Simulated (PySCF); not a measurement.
Molecule: TlI₂⁺, singlet.

```xyz
3

Tl     0.0000     0.0000     0.0000
I      0.0000     0.0000     2.6172
I      0.0000     0.0000    -2.6172
```

Unscaled harmonic wavenumbers and double-harmonic intensities, PBE/def2-TZVP (ECP) with PySCF, isolated molecule. The structure is the lowest point that the starts tried gave, with the shape that electron-pair counting expects. Degenerate modes count as one line, with their intensities summed. Lorentzian lines of 4 cm⁻¹ full width. Close modes add up in the curve.

**Predict the infrared spectrum.**

The most intense lines (point group D∞h) lie at 234.1 cm⁻¹ (11.6 km/mol, σu+) and 48.9 cm⁻¹ (0.3 km/mol, πu). It has no imaginary mode, so it is a minimum.

```csv
cm⁻¹,km/mol,symmetry
48.9,0.3,πu (×2)
145.9,0.0,σg+
234.1,11.6,σu+
```

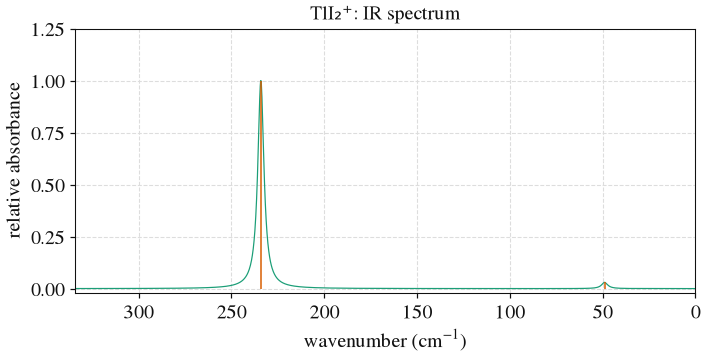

Known limits of this run: spin-orbit coupling is left out, and with I and Tl it can shift these values.
